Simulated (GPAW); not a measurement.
**Mn pairs in Si: coupling against distance**

Two Mn atoms replace host atoms of Si on its sites. How does their coupling change with their distance?

Program: GPAW 26.7.0. Level of theory: PBE; plane waves with GPAW's PAW setups, scalar-relativistic. Results are calculated unless marked as measured.

### 1. Set-up

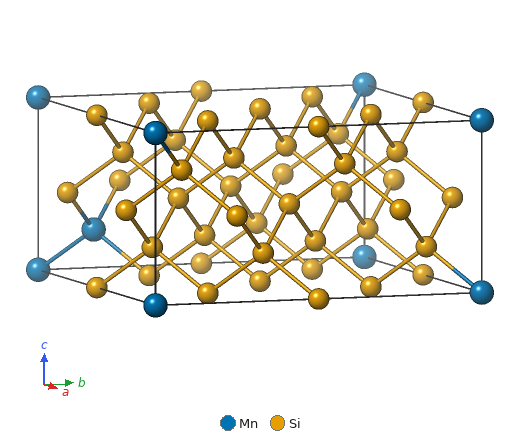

The starting structure, seen slightly off an axis (manganese blue, silicon orange). Bonds to atoms that aren't drawn are left out. Some periodic images of atoms are drawn too.

This is the first member shown.

### 2. The first member

This run shows input and output; the others differ as the table says.

order1.py reads:

```python
import json
import numpy as np
from ase import Atoms
from ase.parallel import paropen, parprint
from gpaw import GPAW

atoms = Atoms(['Mn', 'Mn', 'Si', 'Si', 'Si', 'Si', 'Si', 'Si', 'Si', 'Si', 'Si', 'Si', 'Si', 'Si', 'Si', 'Si', 'Si', 'Si', 'Si', 'Si', 'Si', 'Si', 'Si', 'Si', 'Si', 'Si', 'Si', 'Si', 'Si', 'Si', 'Si', 'Si'],
    cell=[[10.862, 0.0, 0.0],
         [0.0, 10.862, 0.0],
         [0.0, 0.0, 5.431]],
    scaled_positions=[[0.0, 0.0, 0.0],
         [0.125, 0.125, 0.25],
         [0.0, 0.25, 0.5],
         [0.125, 0.375, 0.75],
         [0.25, 0.0, 0.5],
         [0.375, 0.125, 0.75],
         [0.25, 0.25, 0.0],
         [0.375, 0.375, 0.25],
         [0.0, 0.5, 0.0],
         [0.125, 0.625, 0.25],
         [0.0, 0.75, 0.5],
         [0.125, 0.875, 0.75],
         [0.25, 0.5, 0.5],
         [0.375, 0.625, 0.75],
         [0.25, 0.75, 0.0],
         [0.375, 0.875, 0.25],
         [0.5, 0.0, 0.0],
         [0.625, 0.125, 0.25],
         [0.5, 0.25, 0.5],
         [0.625, 0.375, 0.75],
         [0.75, 0.0, 0.5],
         [0.875, 0.125, 0.75],
         [0.75, 0.25, 0.0],
         [0.875, 0.375, 0.25],
         [0.5, 0.5, 0.0],
         [0.625, 0.625, 0.25],
         [0.5, 0.75, 0.5],
         [0.625, 0.875, 0.75],
         [0.75, 0.5, 0.5],
         [0.875, 0.625, 0.75],
         [0.75, 0.75, 0.0],
         [0.875, 0.875, 0.25]],
    pbc=True,
    magmoms=[4.5, 4.5, 0.0, 0.0, 0.0, 0.0, 0.0, 0.0, 0.0, 0.0, 0.0, 0.0, 0.0, 0.0, 0.0, 0.0, 0.0, 0.0, 0.0, 0.0, 0.0, 0.0, 0.0, 0.0, 0.0, 0.0, 0.0, 0.0, 0.0, 0.0, 0.0, 0.0])
atoms.calc = GPAW(mode={'name': 'pw', 'ecut': 450},
    xc='PBE',
    kpts={'size': (3, 3, 5), 'gamma': True},
    occupations={'name': 'fermi-dirac', 'width': 0.05},
    convergence={'density': 1e-05, 'energy': 1e-05},
    maxiter=200,
    mixer={'name': 'pulay', 'beta': 0.05, 'nmaxold': 6, 'weight': 50},
    symmetry={'tolerance': 1e-4},
    txt='order1.txt')
e = atoms.get_potential_energy(force_consistent=True)
res = {'free_energy': e, 'energy_sigma0': atoms.get_potential_energy(), 'fermi_energy': atoms.calc.get_fermi_level()}
res['moments'] = atoms.get_magnetic_moments().tolist()
res['total'] = atoms.get_magnetic_moment()
parprint('site moments (muB):', np.round(res['moments'], 3))
parprint(f"total moment: {res['total']:.3f} muB")
parprint(f'free energy: {e:.6f} eV')
atoms.calc.write('order1.gpw')
with paropen('results.json', 'w') as f:
    json.dump(res, f)
```

The run is started by

```console
$ OMP_NUM_THREADS=1 mpirun -n 4 gpaw python order1.py > order1.log
```

Numbers of over 12 decimals in the logs are rounded to 6 here.

What it wrote:

```text
site moments (muB): [ 2.677e+00  2.677e+00 -4.100e-02  1.000e-02 -4.100e-02  1.000e-02
 -4.700e-02  5.000e-03 -2.000e-03 -2.000e-03  1.000e-02 -4.100e-02
 -1.000e-03 -0.000e+00  4.000e-03  4.000e-03 -2.000e-03 -2.000e-03
 -1.000e-03 -0.000e+00  1.000e-02 -4.100e-02  4.000e-03  4.000e-03
 -1.000e-03 -1.000e-03 -0.000e+00 -1.000e-03 -0.000e+00 -1.000e-03
  5.000e-03 -4.700e-02]
total moment: 5.845 muB
free energy: -176.724435 eV

--- order1.txt ---
Input parameters:
  mode=PW(ecut=450),
  convergence={'density': 1e-05, 'energy': 1e-05},
  kpts=MonkhorstPack(size=(3, 3, 5), gamma=True),
  maxiter=200,
  mixer=Pulay(name='pulay', nmaxold=6, beta=0.05, weight=50, sigma=0.015, g_ss=None),
  occupations=Occupations(name='fermi-dirac', width=0.05),
  symmetry=Symmetry(tolerance=0.0001),
  xc=XC(name='PBE')

Diagonalizing LCAO Hamiltonian
Converting LCAO to pw mode
        .--------------------------.
       /|                          |
      / |                          |
     /  |  Si           Si         |
    /   |      Si            Si    |
   /  Si|           Si             |
  /    Si        Si  Si        Si  |
 *      .--Si------------Si--------.
 |     / Si Si        Si Si       /
 | Si /      Si Si         Si    /
 |   Si Si    Si  Si Si    Si   /
 |  /Mn            Si          /
 | /     Si            Si     /
 |/                          /
 Mn------------Si-----------*

Atoms  # Å, Bohr magnetons
|    | symbol |        x |        y |        z |    initial magnetic moments |
|----|--------|----------|----------|----------|-----------------------------|
[...]
Zero:              0.007717
  External:          0.000000
  Xc:             -207.198285
  Entropy:          -0.051396
  Spinorbit:         0.000000
  ----------------------------
  Free energy:    -176.724435
  Extrapolated:   -176.698737

dipole moment: (-95.428098, -95.428098, -94.928873)  # |e|*Ang

Total magnetic moment: (0.000000, 0.000000, 5.845069)

Local magnetic moments
|        x |        y |         z |
|----------|----------|-----------|
| 0.000000 | 0.000000 |  2.676900 |  # Mn   0
| 0.000000 | 0.000000 |  2.676900 |  # Mn   1
| 0.000000 | 0.000000 | -0.040992 |  # Si   2
| 0.000000 | 0.000000 |  0.010080 |  # Si   3
| 0.000000 | 0.000000 | -0.040992 |  # Si   4
[...]
| 0.000000 | 0.000000 | -0.000493 |  # Si  28
| 0.000000 | 0.000000 | -0.001000 |  # Si  29
| 0.000000 | 0.000000 |  0.005025 |  # Si  30
| 0.000000 | 0.000000 | -0.046809 |  # Si  31

Fermi level: 5.124
Eigenvalues  # (at kpt = [0.000, 0.000, 0.000])
| band index |      eig [eV] | occ [0-1] |      eig [eV] | occ [0-1] |
|------------|---------------|-----------|---------------|-----------|
|          0 |       -74.995 |     1.000 |       -72.058 |     1.000 |
|        ... |               |           |               |           |
|         67 |         3.599 |     1.000 |         4.091 |     1.000 |
|         68 |         3.600 |     1.000 |         4.559 |     1.000 |
|         69 |         3.666 |     1.000 |         4.782 |     0.999 |
|         70 |         3.752 |     1.000 |         4.810 |     0.998 |
[...]
|         80 |         6.127 |     0.000 |         6.243 |     0.000 |
|         81 |         6.129 |     0.000 |         6.403 |     0.000 |
|         82 |         6.155 |     0.000 |         6.508 |     0.000 |
|        ... |               |           |               |           |
|         99 |         8.579 |     0.000 |         8.681 |     0.000 |

No gap
No difference between direct/indirect transitions

[key lines of the parts left out:]
Converged in 41 steps
```

Run time: 16 min. Hardware: 4 MPI ranks of Arm Neoverse V2, shared host; peak memory 2.4 GiB; 65 min of CPU time.

After 41 cycles the largest moment stands at 2.68 μB.

### 3. The series

All use a 3×3×5 mesh. Each member is run with parallel and with opposed moments. For E = −J e1·e2 with unit vectors, counted once a pair, J = (E_opposed − E_parallel) / 2n, n being the images of the partner at that distance, since the cell repeats. Farther images are folded into J, and in so small a cell they can weigh as much as the nearest, so J is an effective number of this cell and no pair coupling.

```
distance (Å)  atoms, n  parallel (eV)  opposed (eV)  opposed less parallel (meV)  J (meV)  mean moment, parallel (μB)  mean moment, opposed (μB)  net moment, parallel (μB a cell)
        2.35     32, 1      -176.7244     -177.2971                      -572.62  -286.31                        2.68                       2.78                              5.85
        3.84     32, 2      -177.2581     -176.9269                      +331.15   +82.79                        2.86                       2.64                              5.99
        4.50     32, 1      -176.9726     -176.7843                      +188.33   +94.17                        2.85                       2.76                              5.97
        5.43     32, 2      -177.0420     -176.8353                      +206.64   +51.66                        2.80                       2.71                              5.77
```

```
distance (Å) 4.50: J = +188.33 / (2 × 1) = +94.17 meV
```

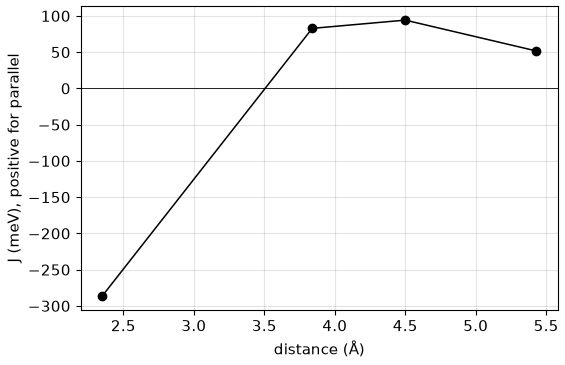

Coupling along the series.

### 4. Outcome

```
strongest coupling : -286.31 meV at distance (Å) 2.35
parallel lower at  : 3.84, 4.50, 5.43
opposed lower at   : 2.35
```

What this shows: The sign of the coupling changes along the series; it is strongest at distance (Å) 2.35, -286.31 meV, and stands at +51.66 meV for the last member. Differences under about 1 meV are not resolved, and mesh and smearing were not tested in this series. The atoms were not relaxed, which can shift moments and couplings. The cells are small and neutral, with no compensating defects, so carriers and concentrations exceed those of most samples. Trends hold for the rows shown; the series may have further members. Spin–orbit coupling is left out.

[Logs and program files are shortened in this print: banners, set-up blocks, solver, clock and traceback lines can be left out without a mark of their own.]

[Logs are printed without paths, hosts, clocks, repeated set-up lines and the standing remarks that a program may print on its own settings, such as how far it seeks lower states.]

[Hosts, paths, dates, database ids (printed as entryN), source tags and the programs' standing remarks are cut or masked in the printed files.]

[Where a cell is said to come from a database of computed structures, the database is the Materials Project.]
